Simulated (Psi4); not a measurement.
**Frequency calculation of SiO (part 3 of 3)**

Continued. System: SiO, SMILES O=[Si]. Method: PBE/def2-SVP, RKS, dispersion D3(BJ) (Psi4 1.11). The geometry was optimised with PBE/def2-SVP.

Geometry of the input (Å):
```
O  -0.6604  0.2386  -0.3339
Si 0.6519  -0.2356  0.3297
```

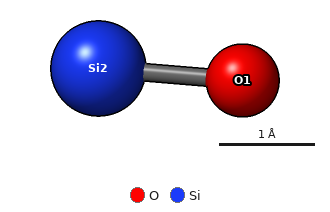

The structure (ball-and-stick view, seen at a tilt; atoms are numbered from 1 in the order of the input).

**The program's output, continued**
```
    Nuclear Repulsion Energy =             38.3577936761209557
    One-Electron Energy =                -580.9639875443539268
    Two-Electron Energy =                 207.4570124798167683
    DFT Exchange-Correlation Energy =     -29.1947158557042705
    Empirical Dispersion Energy =          -0.0006555698507594
    VV10 Nonlocal Energy =                  0.0000000000000000
    Total Energy =                       -364.3445528139712337

Computation Completed

Properties will be evaluated at   0.000000,   0.000000,   0.000000 [a0]

Properties computed using the SCF density matrix

 Multipole Moments:

 ------------------------------------------------------------------------------------
     Multipole            Electronic (a.u.)      Nuclear  (a.u.)        Total (a.u.)
 ------------------------------------------------------------------------------------

 L = 1.  Multiply by 2.5417464519 to convert [e a0] to [Debye]
 Dipole X            :          0.0005051            0.0000040            0.0005092
 Dipole Y            :          0.0000000            0.0000000            0.0000000
 Dipole Z            :          0.9410310            0.0075296            0.9485606
 Magnitude           :                                                    0.9485608

 ------------------------------------------------------------------------------------

	total time  =          1 seconds =       0.02 minutes

         ------------------------------------------------------------
                                   SCF GRAD
         ------------------------------------------------------------

  ==> Geometry <==

    Molecular point group: cs
    Full point group: C_inf_v

    Geometry (in Bohr), charge = 0, multiplicity = 1:

       Center              X                  Y                   Z               Mass
    ------------   -----------------  -----------------  -----------------  -----------------
         O           -0.000997221693     0.000000000000    -1.857760366117    15.994914619570
         SI           0.000570129668     0.000000000000     1.062115182769    27.976926534650

  Nuclear repulsion =   38.357793676120956

   => Molecular Quadrature <=

    Radial Scheme          =       TREUTLER
    Pruning Scheme         =           NONE
    Nuclear Scheme         =       TREUTLER

    Blocking Scheme        =         OCTREE
    BS radius alpha        =              1
    Pruning alpha          =              1
    Radial Points          =             75
    Spherical Points       =            302
    Total Points           =          42724
    Total Blocks           =            389
    Max Points             =            256
    Max Functions          =             32
    Weights Tolerance      =       1.00E-15

  -Total Gradient:
     Atom            X                  Y                   Z
    ------   -----------------  -----------------  -----------------
       1        0.000000043216     0.000000000000     0.000080507960
       2       -0.000000029157     0.000000000000    -0.000054317145

	total time  =          0 seconds =       0.00 minutes

    Psi4 run time: 0:00:01.02

    -----------------------------------------------------------------------
                               Psi4 1.11 release

    h
    h
    h

    -----------------------------------------------------------------------

    Memory:     1.5 GiB
    Threads:    1
                ecpint, einsums, f̶o̶r̶t̶e̶, gauxc, gcp, g̶d̶m̶a̶, geometric, g̶p̶u̶_̶d̶f̶c̶c̶,
                i̶n̶t̶e̶g̶r̶a̶t̶o̶r̶x̶x̶, i̶p̶i̶, libefp, m̶d̶i̶, m̶p̶2̶d̶, m̶r̶c̶c̶, ooo,
                o̶p̶e̶n̶f̶e̶r̶m̶i̶o̶n̶p̶s̶i̶4̶, pcmsolver, p̶s̶i̶4̶f̶o̶c̶k̶c̶i̶, p̶s̶i̶x̶a̶s̶,
                p̶y̶e̶i̶n̶s̶u̶m̶s̶, r̶e̶s̶p̶, s̶i̶m̶i̶n̶t̶, s̶n̶s̶m̶p̶2̶,
                v̶2̶r̶d̶m̶_̶c̶a̶s̶s̶c̶f̶

gradient() will perform analytic gradient computation.

  ==> Geometry <==

    Molecular point group: cs
    Full point group: C_inf_v

    Geometry (in Bohr), charge = 0, multiplicity = 1:

       Center              X                  Y                   Z               Mass
    ------------   -----------------  -----------------  -----------------  -----------------
         O            0.000000000000    -0.000997221693    -1.857760366117    15.994914619570
         SI           0.000000000000     0.000570129668     1.062115182769    27.976926534650

  Running in cs symmetry.

  Rotational constants: A = ************  B =      0.69384  C =      0.69384 [cm^-1]
  Rotational constants: A = ************  B =  20800.74298  C =  20800.74298 [MHz]
  Nuclear repulsion =   38.357793676120956

  Charge       = 0
  Multiplicity = 1
  Electrons    = 22
  Nalpha       = 11
  Nbeta        = 11

  ==> Iterations <==

                           Total Energy        Delta E     RMS |[F,P]|

   @DF-RKS iter SAD:  -363.86820231140604   -3.63868e+02   0.00000e+00
   @DF-RKS iter   1:  -364.01182626864698   -1.43624e-01   3.49272e-02 ADIIS/DIIS
   @DF-RKS iter   2:  -358.77439469661891    5.23743e+00   9.92630e-02 ADIIS/DIIS
   @DF-RKS iter   3:  -363.52612198477465   -4.75173e+00   5.37599e-02 ADIIS/DIIS
   @DF-RKS iter   4:  -364.31726418603751   -7.91142e-01   1.06556e-02 ADIIS/DIIS
   @DF-RKS iter   5:  -364.34397811914494   -2.67139e-02   1.34960e-03 ADIIS/DIIS
   @DF-RKS iter   6:  -364.34453571532896   -5.57596e-04   2.54043e-04 ADIIS/DIIS
   @DF-RKS iter   7:  -364.34455192459023   -1.62093e-05   5.19921e-05 DIIS
   @DF-RKS iter   8:  -364.34455281128476   -8.86695e-07   2.82504e-06 DIIS
   @DF-RKS iter   9:  -364.34455281403945   -2.75469e-09   1.84579e-07 DIIS
   @DF-RKS iter  10:  -364.34455281404689   -7.44649e-12   4.71971e-08 DIIS
   @DF-RKS iter  11:  -364.34455281404814   -1.25056e-12   4.90232e-09 DIIS
  Energy and wave function converged.

  ==> Post-Iterations <==

   Electrons on quadrature grid:
      Ntotal   =   22.0000061896 ; deviation = 6.190e-06

    Orbital Energies [Eh]
    ---------------------

    Doubly Occupied:

       1Ap   -65.431404     2Ap   -18.749079     3Ap    -5.089216
       1App   -3.505671     4Ap    -3.505671     5Ap    -3.499093
       6Ap    -0.838906     7Ap    -0.386534     8Ap    -0.288272
       2App   -0.288272     9Ap    -0.266938

    Virtual:

      10Ap    -0.096743     3App   -0.096743    11Ap     0.027018
      12Ap     0.157586     4App    0.361493    13Ap     0.361493
       5App    0.395442    14Ap     0.395443    15Ap     0.416605
       6App    0.476419    16Ap     0.476419    17Ap     0.756900
      18Ap     0.968664     7App    0.968664    19Ap     1.013193
      20Ap     1.164985    21Ap     2.546963     8App    2.546989
      22Ap     2.677585     9App    2.677585    23Ap     3.128418

    Final Occupation by Irrep:
             Ap   App
    DOCC [     9,    2 ]
    NA   [     9,    2 ]
    NB   [     9,    2 ]

  @DF-RKS Final Energy:  -364.34455281404814

   => Energetics <=

    Nuclear Repulsion Energy =             38.3577936761209557
    One-Electron Energy =                -580.9639875443772326
    Two-Electron Energy =                 207.4570124797616302
    DFT Exchange-Correlation Energy =     -29.1947158557027180
    Empirical Dispersion Energy =          -0.0006555698507594
    VV10 Nonlocal Energy =                  0.0000000000000000
    Total Energy =                       -364.3445528140481429

Computation Completed

Properties will be evaluated at   0.000000,   0.000000,   0.000000 [a0]

Properties computed using the SCF density matrix

 Multipole Moments:

 ------------------------------------------------------------------------------------
     Multipole            Electronic (a.u.)      Nuclear  (a.u.)        Total (a.u.)
 ------------------------------------------------------------------------------------

 L = 1.  Multiply by 2.5417464519 to convert [e a0] to [Debye]
 Dipole X            :          0.0000000            0.0000000            0.0000000
 Dipole Y            :          0.0005051            0.0000040            0.0005092
 Dipole Z            :          0.9410310            0.0075296            0.9485606
 Magnitude           :                                                    0.9485608

 ------------------------------------------------------------------------------------

	total time  =          1 seconds =       0.02 minutes

         ------------------------------------------------------------
                                   SCF GRAD
         ------------------------------------------------------------

  ==> Geometry <==

    Molecular point group: cs
    Full point group: C_inf_v

    Geometry (in Bohr), charge = 0, multiplicity = 1:

       Center              X                  Y                   Z               Mass
    ------------   -----------------  -----------------  -----------------  -----------------
         O            0.000000000000    -0.000997221693    -1.857760366117    15.994914619570
         SI           0.000000000000     0.000570129668     1.062115182769    27.976926534650

  Nuclear repulsion =   38.357793676120956

   => Molecular Quadrature <=

    Radial Scheme          =       TREUTLER
    Pruning Scheme         =           NONE
    Nuclear Scheme         =       TREUTLER

    Blocking Scheme        =         OCTREE
    BS radius alpha        =              1
    Pruning alpha          =              1
    Radial Points          =             75
    Spherical Points       =            302
    Total Points           =          42724
    Total Blocks           =            389
    Max Points             =            256
    Max Functions          =             32
    Weights Tolerance      =       1.00E-15

  -Total Gradient:
     Atom            X                  Y                   Z
    ------   -----------------  -----------------  -----------------
       1        0.000000000000     0.000000043215     0.000080506069
       2        0.000000000000    -0.000000029156    -0.000054315254

	total time  =          0 seconds =       0.00 minutes

    Psi4 run time: 0:00:01.02

  //>>>>>>>>>>>>>>>>>>>>>>>>>>>>>>>>>>>//
  //      FiniteDifference Results     //
  //<<<<<<<<<<<<<<<<<<<<<<<<<<<<<<<<<<<//

  Computing second-derivative from gradients using projected,
  symmetry-adapted, cartesian coordinates.

  5 gradients passed in, including the reference geometry.
  Generating complete list of displacements from unique ones.

    Operation 2 takes plus displacements of irrep B1 to minus ones.
    Operation 2 takes plus displacements of irrep B2 to minus ones.

-------------------------------------------------------------

  ==> Harmonic Vibrational Analysis <==

  non-mass-weighted Hessian:       Symmetric? True   Hermitian? True   Lin Dep Dim?  3 (0)
  projection of translations (True) and rotations (True) removed 5 degrees of freedom (5)
  total projector:                 Symmetric? True   Hermitian? True   Lin Dep Dim?  5 (5)
  mass-weighted Hessian:           Symmetric? True   Hermitian? True   Lin Dep Dim?  3 (0)
  pre-proj  low-frequency mode:    0.0000i [cm^-1]
  pre-proj  low-frequency mode:    0.0000i [cm^-1]
  pre-proj  low-frequency mode:    0.0000i [cm^-1]
  pre-proj  low-frequency mode:    0.0000  [cm^-1]
  pre-proj  low-frequency mode:    0.0000  [cm^-1]
  pre-proj  all modes:['7.9449i' '7.9448i' '0.0000i' '0.0000' '0.0000' '1181.7171']
  projected mass-weighted Hessian: Symmetric? True   Hermitian? True   Lin Dep Dim?  5 (5)
  post-proj low-frequency mode:    0.0000i [cm^-1] (TR)
  post-proj low-frequency mode:    0.0000i [cm^-1] (TR)
  post-proj low-frequency mode:    0.0000  [cm^-1] (TR)
  post-proj low-frequency mode:    0.0000  [cm^-1] (TR)
  post-proj low-frequency mode:    0.0000  [cm^-1] (TR)
  post-proj  all modes:['0.0000i' '0.0000i' '0.0000' '0.0000' '0.0000' '1181.7171']

  Vibration                       6
  Freq [cm^-1]                1181.7171
  Irrep                           A1
  Reduced mass [u]             18.9466
  Force const [mDyne/A]        15.5886
  Turning point v=0 [a0]        0.0733
  RMS dev v=0 [a0 u^1/2]        0.2257
  IR activ [km/mol]            24.1227
  Char temp [K]               1700.2277
  ----------------------------------------------------------------------------------
      1   O               -0.00 -0.00  0.87
      2   SI              -0.00  0.00 -0.50

  ==> Thermochemistry Components <==

  Entropy, S
    Electronic S                             0.000 [cal/(mol K)]        0.000 [J/(mol K)]       0.00000000 [mEh/K] (multiplicity = 1)
    Translational S                         39.837 [cal/(mol K)]      166.680 [J/(mol K)]       0.06348496 [mEh/K] (mol. weight = 43.9718 [u], P = 101325.00 [Pa])
    Rotational S                            14.340 [cal/(mol K)]       60.000 [J/(mol K)]       0.02285275 [mEh/K] (symmetry no. = 1)
    Vibrational S                            0.301 [cal/(mol K)]        1.258 [J/(mol K)]       0.00047906 [mEh/K]
  Total S                                   54.478 [cal/(mol K)]      227.937 [J/(mol K)]       0.08681677 [mEh/K]
  Correction S                               0.000 [cal/(mol K)]        0.000 [J/(mol K)]       0.00000000 [mEh/K]

  Constant volume heat capacity, Cv
    Electronic Cv                            0.000 [cal/(mol K)]        0.000 [J/(mol K)]       0.00000000 [mEh/K]
    Translational Cv                         2.981 [cal/(mol K)]       12.472 [J/(mol K)]       0.00475022 [mEh/K]
    Rotational Cv                            1.987 [cal/(mol K)]        8.314 [J/(mol K)]       0.00316681 [mEh/K]
    Vibrational Cv                           0.820 [cal/(mol K)]        3.432 [J/(mol K)]       0.00130727 [mEh/K]
  Total Cv                                   5.788 [cal/(mol K)]       24.218 [J/(mol K)]       0.00922430 [mEh/K]
  Correction Cv                              0.000 [cal/(mol K)]        0.000 [J/(mol K)]       0.00000000 [mEh/K]

  Constant pressure heat capacity, Cp
    Electronic Cp                            0.000 [cal/(mol K)]        0.000 [J/(mol K)]       0.00000000 [mEh/K]
    Translational Cp                         4.968 [cal/(mol K)]       20.786 [J/(mol K)]       0.00791703 [mEh/K]
    Rotational Cp                            1.987 [cal/(mol K)]        8.314 [J/(mol K)]       0.00316681 [mEh/K]
    Vibrational Cp                           0.820 [cal/(mol K)]        3.432 [J/(mol K)]       0.00130727 [mEh/K]
  Total Cp                                   7.776 [cal/(mol K)]       32.533 [J/(mol K)]       0.01239111 [mEh/K]
  Correction Cp                              0.000 [cal/(mol K)]        0.000 [J/(mol K)]       0.00000000 [mEh/K]

  ==> Thermochemistry Energy Analysis <==

  Raw electronic energy, E_e
  Total E_e, Electronic energy at well bottom                                          -364.34455281 [Eh]

  Zero-point vibrational energy, ZPVE = Sum_i omega_i / 2,  E_0 = E_e + ZPVE
    Vibrational ZPVE                         1.689 [kcal/mol]        7.068 [kJ/mol]       0.00269215 [Eh]         590.859 [cm^-1]
  Correction ZPVE to E_e                     1.689 [kcal/mol]        7.068 [kJ/mol]       0.00269215 [Eh]         590.859 [cm^-1]
  Total E_0, Enthalpy at 0 [K]                                                         -364.34186066 [Eh]
  *** Absolute enthalpy, not an enthalpy of formation ***

  Thermal (internal) energy, E (includes ZPVE and finite-temperature corrections)
    Electronic contrib to E beyond E_e       0.000 [kcal/mol]        0.000 [kJ/mol]       0.00000000 [Eh]
    Translational contrib to E               1.490 [kcal/mol]        6.236 [kJ/mol]       0.00237511 [Eh]
    Rotational contrib to E                  0.994 [kcal/mol]        4.157 [kJ/mol]       0.00158341 [Eh]
    Vibrational contrib to E                 1.806 [kcal/mol]        7.556 [kJ/mol]       0.00287796 [Eh]
  Correction E                               4.290 [kcal/mol]       17.949 [kJ/mol]       0.00683647 [Eh]
  Total E, Thermal (internal) energy at  500.00 [K]                                    -364.33771634 [Eh]

  Enthalpy, H_trans = E_trans + k_B * T = E_trans + P * V
    Electronic contrib to H beyond E_e       0.000 [kcal/mol]        0.000 [kJ/mol]       0.00000000 [Eh]
    Translational contrib to H               2.484 [kcal/mol]       10.393 [kJ/mol]       0.00395851 [Eh]
    Rotational contrib to H                  0.994 [kcal/mol]        4.157 [kJ/mol]       0.00158341 [Eh]
    Vibrational contrib to H                 1.806 [kcal/mol]        7.556 [kJ/mol]       0.00287796 [Eh]
  Correction H                               5.284 [kcal/mol]       22.106 [kJ/mol]       0.00841988 [Eh]
  Total H, Enthalpy at  500.00 [K]                                                     -364.33613294 [Eh]
  *** Absolute enthalpy, not an enthalpy of formation ***

  Gibbs free energy, G = H - T * S
    Electronic contrib to G beyond E_e       0.000 [kcal/mol]        0.000 [kJ/mol]       0.00000000 [Eh]
    Translational contrib to G             -17.435 [kcal/mol]      -72.947 [kJ/mol]      -0.02778397 [Eh]
    Rotational contrib to G                 -6.177 [kcal/mol]      -25.843 [kJ/mol]      -0.00984297 [Eh]
    Vibrational contrib to G                 1.656 [kcal/mol]        6.927 [kJ/mol]       0.00263843 [Eh]
  Correction G                             -21.956 [kcal/mol]      -91.862 [kJ/mol]      -0.03498851 [Eh]
  Total G, Gibbs energy at  500.00 [K]                                                 -364.37954132 [Eh]
  *** Absolute Gibbs energy, not a free energy of formation ***

  Variable Map:
  ----------------------------------------------------------------------------
  "CURRENT ENERGY"                          =>    -364.344552814164
  "CURRENT REFERENCE ENERGY"                =>    -364.344552814164
  "DD SOLVATION ENERGY"                     =>       0.000000000000
  "DFT FUNCTIONAL TOTAL ENERGY"             =>    -364.343897244312
  "DFT TOTAL ENERGY"                        =>    -364.344552814164
  "DFT VV10 ENERGY"                         =>       0.000000000000
  "DFT XC ENERGY"                           =>     -29.194715981709
  "DISPERSION CORRECTION ENERGY"            =>      -0.000655569853
  "ENTHALPY"                                =>    -364.336132938251
  "ENTHALPY CORRECTION"                     =>       0.008419875913
  "FINDIF NUMBER"                           =>       5.000000000000
  "GIBBS FREE ENERGY"                       =>    -364.379541324974
  "GIBBS FREE ENERGY CORRECTION"            =>      -0.034988510810
  "GRID ELECTRONS ALPHA"                    =>      11.000003094811
  "GRID ELECTRONS BETA"                     =>      11.000003094811
  "GRID ELECTRONS TOTAL"                    =>      22.000006189622
  "NUCLEAR REPULSION ENERGY"                =>      38.357799202334
  "ONE-ELECTRON ENERGY"                     =>    -580.963998575381
  "PBE-D3(BJ) DISPERSION CORRECTION ENERGY" =>      -0.000655569853
  "PCM POLARIZATION ENERGY"                 =>       0.000000000000
  "PE ENERGY"                               =>       0.000000000000
  "SCF ITERATION ENERGY"                    =>    -364.344552814164
  "SCF ITERATIONS"                          =>      11.000000000000
  "SCF TOTAL ENERGY"                        =>    -364.344552814164
  "THERMAL ENERGY"                          =>    -364.337716343497
  "THERMAL ENERGY CORRECTION"               =>       0.006836470667
  "TWO-ELECTRON ENERGY"                     =>     207.457018110445
  "ZERO K ENTHALPY"                         =>    -364.341860664649
  "ZPVE"                                    =>       0.002692149516

  Array Variable Map:
  ----------------------------------------------------------------------------
  "-D GRADIENT"                             =>       0.000000000000 ... 0.000004410640 2 by 3
  "CURRENT DIPOLE"                          =>       0.000000000000 ... 0.948560560163 1 by 3
  "CURRENT DIPOLE GRADIENT"                 =>      -0.324863379710 ... 0.501811484727 6 by 3
  "CURRENT GRADIENT"                        =>       0.000000000000 ... -0.000054551677 2 by 3
  "CURRENT HESSIAN"                         =>      -0.000024309592 ... 0.537806107071 6 by 6
  "DFT TOTAL GRADIENT"                      =>       0.000000000000 ... -0.000054551677 2 by 3
  "DISPERSION CORRECTION GRADIENT"          =>       0.000000000000 ... 0.000004410640 2 by 3
  "PBE-D3(BJ) DIPOLE GRADIENT"              =>      -0.324863379710 ... 0.501811484727 6 by 3
  "PBE-D3(BJ) DISPERSION CORRECTION GRADIENT" =>       0.000000000000 ... 0.000004410640 2 by 3
  "PBE-D3(BJ) TOTAL GRADIENT"               =>       0.000000000000 ... -0.000054551677 2 by 3
  "PBE-D3(BJ) TOTAL HESSIAN"                =>      -0.000024309592 ... 0.537806107071 6 by 6
  "SCF DIPOLE"                              =>       0.000000000000 ... 0.948560560163 1 by 3
  "SCF TOTAL ENERGIES"                      =>    -363.868202499441 ... -364.344552814164 1 by 12
  "SCF TOTAL GRADIENT"                      =>       0.000000000000 ... -0.000054551677 2 by 3

    Psi4 run time: 0:00:07.14

[set-up sections that repeat, and orbital energies of the middle runs, are left out above]
```

**Results in brief**

- outcome: converged
- total energy: −364.344553 hartree
- dispersion energy: −0.000656 hartree
- basis functions: 32
- zero-point energy: 0.002692 hartree
- dipole moment: 2.41 D
- wavenumbers, lowest and highest: 1182 cm⁻¹
- hardware: 1 thread of Intel Xeon (Sapphire Rapids), 32 GiB of memory available, shared host
- wall time: 8.4 s
- peak memory: 0.26 GiB
